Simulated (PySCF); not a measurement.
Input file:

```
{"job": {"kind": "nmr", "xc": "PBE0", "basis": "pcSseg-1"}, "charge": 0, "multiplicity": 1}
C      0.270470    -0.199215     0.359844
Si     0.548441     1.665994     0.418043
Si    -1.522013    -0.657777     0.729189
Si     0.873061    -0.949444    -1.262613
H      0.885992    -0.640393     1.166881
H      0.123740     2.220292     1.740543
H      1.993447     1.987235     0.204851
H     -0.251030     2.331535    -0.655865
H     -2.418826    -0.092342    -0.325057
H     -1.691387    -2.143635     0.747412
H     -1.941684    -0.109305     2.055669
H      2.319025    -0.636322    -1.481096
H      0.702968    -2.435166    -1.251158
H      0.088364    -0.385287    -2.403434
```

Command:

```sh
OMP_NUM_THREADS=1 python probes_run.py task.json out
```

Geometry: PBE0-D3(BJ)/def2-SVP.

The calculation used PBE0/pcSseg-1, SCF density, gas phase, non-relativistic in PySCF.

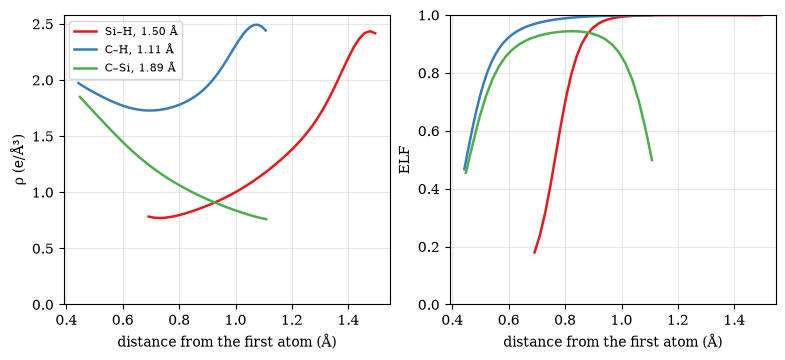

CH10Si3 (HC(SiH3)3). Total electron density and electron localisation function along straight lines between neighbouring atoms. The curves leave out the atomic cores.

Q: What can be read from the curves?

A: Si–H (1.50 Å): ρ is about 0.77 e/Å³ halfway; the ELF climbs to about 1 towards the hydrogen, as it does in any bond to H.
C–H (1.11 Å): the density is about 1.8 e/Å³ at the midpoint; the ELF climbs to about 1 towards the hydrogen (an ordinary covalent bond to hydrogen).
C–Si (1.89 Å): ρ at the midpoint is about 0.89 e/Å³; the ELF peaks at about 0.95 between the atoms; localised, covalent bonding.
